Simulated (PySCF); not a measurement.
SMILES F[SiH2][SiH2]Cl, B3LYP/def2-SVP optimised geometry. Atoms within 1.6 Å of the plane z = 0.0 Å (x, y, z in Å): Si1 (1.18, 0.07, 0.00), F2 (1.70, -1.47, -0.11), Si3 (-1.17, 0.07, 0.00), H5 (1.72, 0.66, 1.26), H6 (1.71, 0.83, -1.17), H7 (-1.72, -0.64, -1.19), H8 (-1.68, 1.47, 0.00).

Computed with B3LYP/def2-TZVP run with PySCF. Cells within 0.4 Å of a nucleus heavier than hydrogen are left out (blank, or x).

Map of the HOMO amplitude (bohr^(-3/2)) on the plane z = 0.0 Å; orbital energy -8.10 eV, overall sign arbitrary:

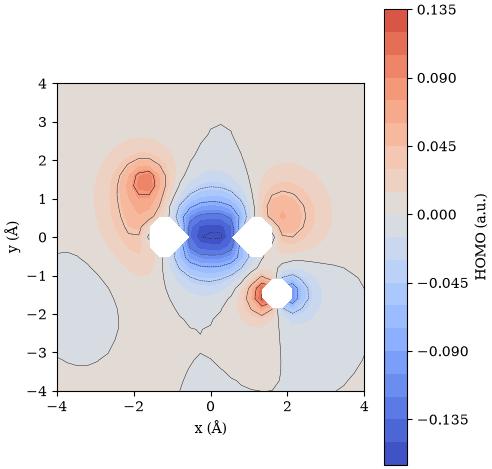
HOMO amplitude (bohr^(-3/2)) on the plane z = 0.0 Å.
